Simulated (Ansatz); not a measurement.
# Frozen-phonon scan for Cu (fcc, Cu type)

Relaxed Cu (fcc, Cu type):

```yaml
crystal:
  lattice:
    - [0.00000, 3.57675, 3.57675]
    - [1.78838, 1.78838, 3.57675]
    - [1.78838, 1.78838, 0.00000]
  atoms:
    - { symbol: Cu, position: [0.00000, 0.00000, 0.00000] }
    - { symbol: Cu, position: [0.50000, 0.00000, 0.00000] }
```

A phonon eigenvector at X = (0.5, 0.5, 0.0) is frozen into this cell: atom i moves by Q times the vector below, so Q is the largest atomic displacement, in Å. The cell is held. It is one choice among 2 degenerate patterns. (q is in reciprocal vectors of the primitive cell; the cell shown is doubled to hold the pattern.)

```csv
atom,x,y,z
Cu1,0.000,1.000,0.000
Cu2,0.000,-1.000,0.000
```

All values below come from r2SCAN (plane waves to 500 eV, PAW, scalar-relativistic; Ansatz, a quantum-chemistry and plane-wave program). k mesh 22×22×22 (Γ-centred), Fermi-Dirac smearing 0.05 eV. E stands for the smeared free energy. Stress and pressure are positive under compression. With partly filled bands, energies and forces of such displacements shift with the k mesh and the smearing. Cu is run without spin polarisation. Cu was relaxed with its symmetry unable to fall. ΔE is measured from the undisplaced structure.

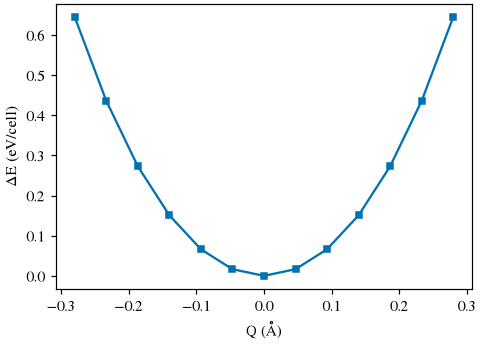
Fig. 1. ΔE (eV/cell) against Q (Å); one marker a computed point.

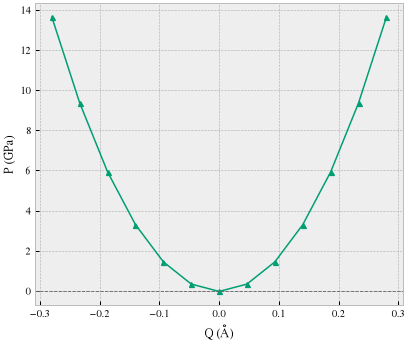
*P (GPa) against Q (Å); computed points joined by lines.*

The energy at Q = 0.280 Å is 646 meV/cell. Wavenumber by perturbation theory (DFPT, on another k mesh): 179 cm⁻¹. Symmetry of the curve: even: the same for both signs. Space group of the distorted cell: Cmcm (No. 63), lowered from Fm-3m. Harmonic wavenumber from the curvature (finite differences): 180 cm⁻¹.

E″ = 15.06 eV/Å², M = Σ mᵢ|uᵢ|² = 127.1 u, ν̃ = 521.5·√(|E″|/M).

(For displaced atoms, the force is minus the slope of the energy, and its curvature is a force constant, which sets phonon frequencies.)
